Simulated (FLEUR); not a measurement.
# CoC2S2N2: moments or none

Aim: find out whether CoC2S2N2 carries moments when they start parallel, and what they gain.

Method: PBEsol; all-electron FLAPW, Dirac cores, scalar-relativistic bands, in FLEUR MaX-R8.1.

## 1. Starting point

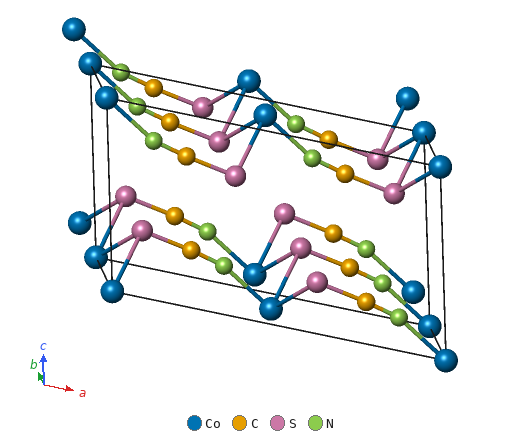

The cell as given, slightly off an axis (cobalt blue, carbon orange, sulfur pink, nitrogen green). 1×2×1 cells are drawn. This picture shows the conventional cell, with its axes. Some periodic images of atoms are drawn too.

Coordinates:

```cif
data_structure
_symmetry_space_group_name_H-M 'P 1'
_symmetry_Int_Tables_number 1
_cell_length_a 5.6158
_cell_length_b 5.6158
_cell_length_c 6.1660
_cell_angle_alpha 104.943
_cell_angle_beta 104.943
_cell_angle_gamma 38.739
_cell_volume 117.05
loop_
_atom_site_label
_atom_site_type_symbol
_atom_site_fract_x
_atom_site_fract_y
_atom_site_fract_z
_atom_site_occupancy
Co1 Co 0.00000 0.00000 0.00000 1
C2 C 0.76443 0.76443 0.21862 1
C3 C 0.23557 0.23557 0.78138 1
S4 S 0.61852 0.61852 0.26806 1
S5 S 0.38148 0.38148 0.73194 1
N6 N 0.86195 0.86195 0.17294 1
N7 N 0.13805 0.13805 0.82706 1
```

## 2. Run 1 (ferro +)

The parallel start comes first: it shows whether parallel moments hold.

inpgen writes inp.xml from crystal.txt; cutoffs, mixing, functional, smearing and local orbitals are then set in the file. The k list default-1 (kpts.xml, not shown) is a Γ-centred 6×6×6 mesh; where the ranks do not divide the number of points, some are split in two of half the weight.

Contents of inp.xml:

```
<?xml version="1.0" encoding="UTF-8" standalone="no"?>
<fleurInput fleurInputVersion="0.39">
   <comment>
      CoC2S2N2
   </comment>
   <calculationSetup>
      <cutoffs Kmax="4.4" Gmax="13.2" GmaxXC="13.2" numbands="0"/>
      <scfLoop itmax="130" minDistance="0.00002" maxIterBroyd="15" imix="Anderson" alpha="0.05" precondParam="0.0" spinf="2.0" sdNocoIR="T"/>
      <coreElectrons ctail="T" frcor="F" kcrel="0" coretail_lmax="0"/>
      <xcFunctional name="PBEs" relativisticCorrections="F"/>
      <magnetism jspins="2"/>
      <soc l_soc="F" theta="0.0" phi="0.0" spav="F"/>
      <expertModes spex="0" secvar="F"/>
      <geometryOptimization l_f="F" forcealpha="1.0" forcemix="BFGS" epsdisp="0.00001" epsforce="0.00001"/>
      <ldaU l_linMix="F" mixParam="0.05" spinf="1.0"/>
   </calculationSetup>
   <cell>
      <bzIntegration valenceElectrons="47.0" mode="hist" fermiSmearingEnergy="0.00110248">
         <kPointListSelection listName="default-1"/>
         <xi:include xmlns:xi="http://www.w3.org/2001/XInclude" href="kpts.xml"> </xi:include>
      </bzIntegration>
      <xi:include xmlns:xi="http://www.w3.org/2001/XInclude" href="sym.xml"> </xi:include>
      <bulkLattice scale="1.0">
         <bravaisMatrix>
            <row-1>   10.0116745218245704    -3.5196527015899917     0.0000000000000000</row-1>
            <row-2>   10.0116745218245704     3.5196527015899917     0.0000000000000000</row-2>
            <row-3>   -3.1847383969940783     0.0000000000000000    11.2083192016111290</row-3>
         </bravaisMatrix>
      </bulkLattice>
   </cell>
   <atomSpecies>
      <species name="Cobalt (Co3.001" element="Co" atomicNumber="27">
         <mtSphere radius="2.69" gridPoints="889" logIncrement="0.014"/>
         <atomicCutoffs lmax="10" lnonsphr="8"/>
         <electronConfig flipSpins="F">
            <coreConfig>(1s1/2) (2s1/2) (2p1/2) (2p3/2)</coreConfig>
            <valenceConfig>(3s1/2) (3p1/2) (3p3/2) (4s1/2) (3d3/2) (3d5/2)</valenceConfig>
            <stateOccupation state="(3d3/2)" spinUp="2.0" spinDown="0.8"/>
            <stateOccupation state="(3d5/2)" spinUp="3.0" spinDown="1.2"/>
         </electronConfig>
         <energyParameters s="4" p="4" d="3" f="4"/>
         <lo type="SCLO" l="0" n="3" eDeriv="0"/>
         <lo type="SCLO" l="1" n="3" eDeriv="0"/>
      </species>
      <species name="Carbon (C)" element="C" atomicNumber="6">
         <mtSphere radius="1.05" gridPoints="349" logIncrement="0.028"/>
         <atomicCutoffs lmax="6" lnonsphr="4"/>
         <electronConfig flipSpins="F">
            <coreConfig>(1s1/2)</coreConfig>
            <valenceConfig>(2s1/2) (2p1/2) (2p3/2)</valenceConfig>
            <stateOccupation state="(2p1/2)" spinUp="0.333333" spinDown="0.333333"/>
            <stateOccupation state="(2p3/2)" spinUp="0.666667" spinDown="0.666667"/>
         </electronConfig>
         <energyParameters s="2" p="2" d="3" f="4"/>
      </species>
      <species name="Sulfur (S)" element="S" atomicNumber="16">
         <mtSphere radius="2.0" gridPoints="661" logIncrement="0.017"/>
         <atomicCutoffs lmax="8" lnonsphr="6"/>
         <electronConfig flipSpins="F">
            <coreConfig>(1s1/2) (2s1/2) (2p1/2) (2p3/2)</coreConfig>
            <valenceConfig>(3s1/2) (3p1/2) (3p3/2)</valenceConfig>
            <stateOccupation state="(3p1/2)" spinUp="0.666667" spinDown="0.666667"/>
            <stateOccupation state="(3p3/2)" spinUp="1.333333" spinDown="1.333333"/>
         </electronConfig>
         <energyParameters s="3" p="3" d="3" f="4"/>
      </species>
      <species name="Nitrogen (N)" element="N" atomicNumber="7">
         <mtSphere radius="1.05" gridPoints="349" logIncrement="0.029"/>
         <atomicCutoffs lmax="6" lnonsphr="4"/>
         <electronConfig flipSpins="F">
            <coreConfig>(1s1/2)</coreConfig>
            <valenceConfig>(2s1/2) (2p1/2) (2p3/2)</valenceConfig>
            <stateOccupation state="(2p1/2)" spinUp="0.500000" spinDown="0.500000"/>
            <stateOccupation state="(2p3/2)" spinUp="1.000000" spinDown="1.000000"/>
         </electronConfig>
         <energyParameters s="2" p="2" d="3" f="4"/>
      </species>
   </atomSpecies>
   <atomGroups>
      <atomGroup species="Cobalt (Co3.001">
         <relPos label="                   1">.0000000000 .0000000000 .0000000000</relPos>
         <force calculate="T" relaxXYZ="TTT"/>
      </atomGroup>
      <atomGroup species="Carbon (C)">
         <relPos label="                   2">-.2355700000 -.2355700000 .2186200000</relPos>
         <relPos label="                   3">.2355700000 .2355700000 -.2186200000</relPos>
         <force calculate="T" relaxXYZ="TTT"/>
      </atomGroup>
      <atomGroup species="Sulfur (S)">
         <relPos label="                   4">-.3814800000 -.3814800000 .2680600000</relPos>
         <relPos label="                   5">.3814800000 .3814800000 -.2680600000</relPos>
         <force calculate="T" relaxXYZ="TTT"/>
      </atomGroup>
      <atomGroup species="Nitrogen (N)">
         <relPos label="                   6">-.1380500000 -.1380500000 .1729400000</relPos>
         <relPos label="                   7">.1380500000 .1380500000 -.1729400000</relPos>
         <force calculate="T" relaxXYZ="TTT"/>
      </atomGroup>
   </atomGroups>
   <output dos="F" band="F" slice="F">
      <bandDOS minEnergy="-.5*Htr" maxEnergy="0.5*Htr" sigma="0.015" storeEVData="T"/>
      <plotting iplot="0" polar="F">
         <plot TwoD="T" vec1="  1.0  0.0  0.0" vec2="  0.0  1.0  0.0" vec3="  0.0  0.0  1.0" zero="  0.0  0.0  0.0" file="plot"/>
      </plotting>
      <moessbauerParams electricFieldGradient="F" isomerShift="F" coreHyperfine="F" valenceHyperfine="F"/>
   </output>
</fleurInput>
```

Contents of crystal.txt:

```
CoC2S2N2
&input film=F cartesian=F /
5.29795000000  -1.86252000000  0.00000000000
5.29795000000  1.86252000000  0.00000000000
-1.68529098240  0.00000000000  5.93118709410
1.8897261246
1.0 1.0 1.0

7
27 0.00000000000  0.00000000000  0.00000000000 : 3.001
6 0.76443000000  0.76443000000  0.21862000000
6 0.23557000000  0.23557000000  0.78138000000
16 0.61852000000  0.61852000000  0.26806000000
16 0.38148000000  0.38148000000  0.73194000000
7 0.86195000000  0.86195000000  0.17294000000
7 0.13805000000  0.13805000000  0.82706000000

&kpt div1=6 div2=6 div3=6 gamma=T /
```

Run with:

```bash
$ OMP_NUM_THREADS=1 inpgen -f crystal.txt > inpgen.log  # inp.xml is then edited as shown
$ OMP_NUM_THREADS=1 mpirun -n 4 fleur_MPI > fleur.log
```

Output:

```text
Welcome to FLEUR        (www.flapw.de)
      MaX-Release 8.1          (www.max-centre.eu)

 ========== k-point set info ==========
 Selected k-point list: default-1
 k-point list type: mesh
 6 x 6 x 6
 Number of k points: 68

 ------------Calculation Setup---------------------------
 Number of MPI-tasks      :            4
 Number of PE/node        :            4
 Number of OMP-threads    :            1
 k-points in parallel     :            4
 pe's per k-point         :            1
 No of k-point loops      :           17
 Eigenvalue solver        :       lapack
 Number of basis functions:         1194
 Approximate size of matrices (H+S) per k-point:         0.021 GB
 --------------------------------------------------------
Nuclear radius smaller than smallest radial mesh point for atom type 2 -- skipping its core isomer shift
 Iteration:     1   Distance:      21.96077676 me/bohr^3
Nuclear radius smaller than smallest radial mesh point for atom type 2 -- skipping its core isomer shift
 Iteration:     2   Distance:      19.87660165 me/bohr^3
Nuclear radius smaller than smallest radial mesh point for atom type 2 -- skipping its core isomer shift
 Iteration:     3   Distance:      13.77279015 me/bohr^3
Nuclear radius smaller than smallest radial mesh point for atom type 2 -- skipping its core isomer shift
 Iteration:     4   Distance:      10.14220283 me/bohr^3
Nuclear radius smaller than smallest radial mesh point for atom type 2 -- skipping its core isomer shift
 Iteration:     5   Distance:       8.03779432 me/bohr^3
Nuclear radius smaller than smallest radial mesh point for atom type 2 -- skipping its core isomer shift
 Iteration:     6   Distance:       4.05066397 me/bohr^3
Nuclear radius smaller than smallest radial mesh point for atom type 2 -- skipping its core isomer shift
 Iteration:     7   Distance:       2.49218945 me/bohr^3
Nuclear radius smaller than smallest radial mesh point for atom type 2 -- skipping its core isomer shift
 Iteration:     8   Distance:       1.87608918 me/bohr^3
Nuclear radius smaller than smallest radial mesh point for atom type 2 -- skipping its core isomer shift
 Iteration:     9   Distance:       1.08237810 me/bohr^3
Nuclear radius smaller than smallest radial mesh point for atom type 2 -- skipping its core isomer shift
 Iteration:    10   Distance:       0.75620948 me/bohr^3
Nuclear radius smaller than smallest radial mesh point for atom type 2 -- skipping its core isomer shift
[... 22 iterations left out ...]
 Iteration:    33   Distance:       0.00113791 me/bohr^3
Nuclear radius smaller than smallest radial mesh point for atom type 2 -- skipping its core isomer shift
 Iteration:    34   Distance:       0.00052609 me/bohr^3
Nuclear radius smaller than smallest radial mesh point for atom type 2 -- skipping its core isomer shift
 Iteration:    35   Distance:       0.00046205 me/bohr^3
Nuclear radius smaller than smallest radial mesh point for atom type 2 -- skipping its core isomer shift
 Iteration:    36   Distance:       0.00042958 me/bohr^3
Nuclear radius smaller than smallest radial mesh point for atom type 2 -- skipping its core isomer shift
 Iteration:    37   Distance:       0.00027480 me/bohr^3
Nuclear radius smaller than smallest radial mesh point for atom type 2 -- skipping its core isomer shift
 Iteration:    38   Distance:       0.00018000 me/bohr^3
Nuclear radius smaller than smallest radial mesh point for atom type 2 -- skipping its core isomer shift
 Iteration:    39   Distance:       0.00012316 me/bohr^3
Nuclear radius smaller than smallest radial mesh point for atom type 2 -- skipping its core isomer shift
 Iteration:    40   Distance:       0.00009255 me/bohr^3
Nuclear radius smaller than smallest radial mesh point for atom type 2 -- skipping its core isomer shift
 Iteration:    41   Distance:       0.00002606 me/bohr^3
Nuclear radius smaller than smallest radial mesh point for atom type 2 -- skipping its core isomer shift
 Iteration:    42   Distance:       0.00000610 me/bohr^3

 ********************************************************************
 Run finished successfully
 Stop message:
   all done
 ********************************************************************

--- out.xml (last complete iteration) ---
<iteration numberForCurrentRun="   42" overallNumber="   42">
         [... left out ...]
         <bandgap value="0.0040719212" units="eV"/>
         <sumValenceSingleParticleEnergies value="-22.2479519134" units="Htr"/>
         <FermiEnergy value="0.1435599342" units="Htr"/>
         <valenceDensity>
            <mtCharges spin="1">
               <mtCharge atomType="1" total="9.5711507" s="1.2442002" p="3.3202561" d="4.9225278" f="0.0547719"/>
               <mtCharge atomType="2" total="0.5787592" s="0.1902660" p="0.3804539" d="0.0067723" f="0.0010624"/>
               <mtCharge atomType="3" total="2.0548180" s="0.6974835" p="1.2974176" d="0.0495985" f="0.0076098"/>
               <mtCharge atomType="4" total="0.9980502" s="0.3347884" p="0.6578895" d="0.0047180" f="0.0005451"/>
            </mtCharges>
            <mtCharges spin="2">
               <mtCharge atomType="1" total="7.1732396" s="1.2292158" p="3.3108269" d="2.5528650" f="0.0528969"/>
               <mtCharge atomType="2" total="0.5818981" s="0.1893777" p="0.3850682" d="0.0062187" f="0.0010406"/>
               <mtCharge atomType="3" total="1.9146451" s="0.6886136" p="1.1669842" d="0.0488153" f="0.0074974"/>
               <mtCharge atomType="4" total="0.9550058" s="0.3265062" p="0.6232865" d="0.0045511" f="0.0005545"/>
            </mtCharges>
            <spinDependentCharge spin="1" total="24.9860703" interstitial="8.1516648" mtSpheres="16.8344055"/>
            <spinDependentCharge spin="2" total="22.0139297" interstitial="7.9375922" mtSpheres="14.0763374"/>
            <totalCharge value="47.0000000000"/>
         </valenceDensity>
         [... left out ...]
         <allElectronCharges>
            <spinDependentCharge spin="1" total="43.9860703" interstitial="8.1546220" mtSpheres="35.8314483"/>
            <spinDependentCharge spin="2" total="41.0139297" interstitial="7.9405479" mtSpheres="33.0733818"/>
            <totalCharge value="84.9999999758"/>
         </allElectronCharges>
         <magneticMomentsInMTSpheres units="muBohr">
            <globalMagMoment atomType="1" vec="0.00000   0.00000   2.39791"/>
            <localMagMoment atomType="1" vec="0.00000   0.00000   2.39791"/>
            <globalMagMoment atomType="2" vec="0.00000   0.00000  -0.00314"/>
            <localMagMoment atomType="2" vec="0.00000   0.00000  -0.00314"/>
            <globalMagMoment atomType="3" vec="0.00000   0.00000   0.14017"/>
            <localMagMoment atomType="3" vec="0.00000   0.00000   0.14017"/>
            <globalMagMoment atomType="4" vec="0.00000   0.00000   0.04304"/>
            <localMagMoment atomType="4" vec="0.00000   0.00000   0.04304"/>
         </magneticMomentsInMTSpheres>
         <moessbauerParams unitsHFF="kG" unitsIS="e/bohr^3" unitsEFG="Htr/bohr^2">
         </moessbauerParams>
         <totalEnergy value="    -2374.1170605176" units="Htr">
            <sumOfEigenvalues value="    -1350.1889002382">
               <coreElectrons value="-1327.9409483248"/>
               <valenceElectrons value="-22.2479519134"/>
            </sumOfEigenvalues>
            <densityCoulombPotentialIntegral value="-3574.3168048949"/>
            <densityEffectivePotentialIntegral value="-3746.6862036936"/>
            <chargeDenXCDenIntegral value="-131.9543762840"/>
            <FockExchangeEnergyValence value="0.0000000000"/>
            <FockExchangeEnergyCore value="0.0000000000"/>
            <atomTypeDependentContributions atomType="1">
               <electronNucleiInteractionDifferentMTs value="1670.7526264382"/>
               <MadelungTerm value="-4.0501580216"/>
            </atomTypeDependentContributions>
            <atomTypeDependentContributions atomType="2">
               <electronNucleiInteractionDifferentMTs value="78.5713912047"/>
               <MadelungTerm value="-11.3005969102"/>
            </atomTypeDependentContributions>
            <atomTypeDependentContributions atomType="3">
               <electronNucleiInteractionDifferentMTs value="939.9106733128"/>
               <MadelungTerm value="-16.7507209757"/>
            </atomTypeDependentContributions>
            <atomTypeDependentContributions atomType="4">
               <electronNucleiInteractionDifferentMTs value="114.8082534093"/>
               <MadelungTerm value="-15.3571649691"/>
            </atomTypeDependentContributions>
            <tkbTimesEntropy value="0.0003935951"/>
            <freeEnergy value="-2374.1174541126"/>
            <extrapolationTo0K value="-2374.1172573151"/>
         </totalEnergy>
         <densityConvergence units="me/bohr^3">
            <chargeDensity spin="1" distance="0.0000033697"/>
            <chargeDensity spin="2" distance="0.0000046308"/>
            <overallChargeDensity distance="0.0000061008"/>
            <spinDensity distance="0.0000053271"/>
         </densityConvergence>
      </iteration>
```

The job ended after 9.1 min (4 MPI ranks of AMD EPYC 9R14 (Zen 4), shared host; peak memory 0.73 GiB).

Spin moment in the muffin-tin sphere by atom:

| atom | spin moment in the muffin-tin sphere (μB) |
| --- | --- |
| Co1 | 2.40 |
| C2 | 0.00 |
| C3 | 0.00 |
| S4 | 0.14 |
| S5 | 0.14 |
| N6 | 0.04 |
| N7 | 0.04 |

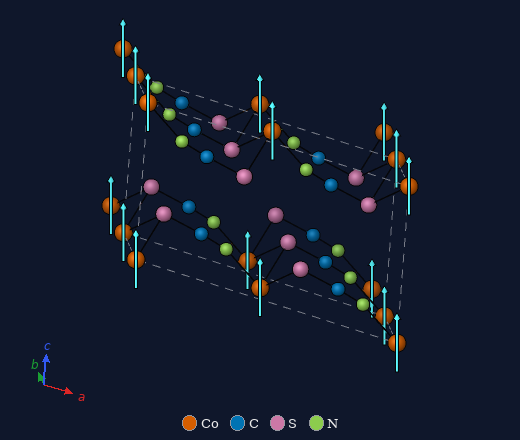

Spin moment in the muffin-tin sphere as arrows, the longest 2.40 μB. Up and down stand for the sign. Arrows give size and sign along the axis of quantisation, drawn up and down the page. 1×2×1 conventional cells are drawn. Some periodic images of atoms are drawn too.

Numbers from this step:

```yaml
free_energy: -64603.0270 eV
program_s_band_gap_on_this_mesh_in_a_metal_only_a_level_spacing: 0.004072 eV
magnetization: 2.972 μB
final_state: ferromagnetic
```

After 42 cycles the largest moment stands at 2.40 μB.

(Continued in part 2 of 2.)

[Logs and program files are shortened in this print: banners, set-up blocks, solver, clock and traceback lines can be left out without a mark of their own.]

[Logs are printed without paths, hosts, clocks, repeated set-up lines and the standing remarks that a program may print on its own settings, such as how far it seeks lower states.]

[Hosts, paths, dates, database ids (printed as entryN), source tags and the programs' standing remarks are cut or masked in the printed files.]

[Where a cell is said to come from a database of computed structures, the database is the Materials Project.]
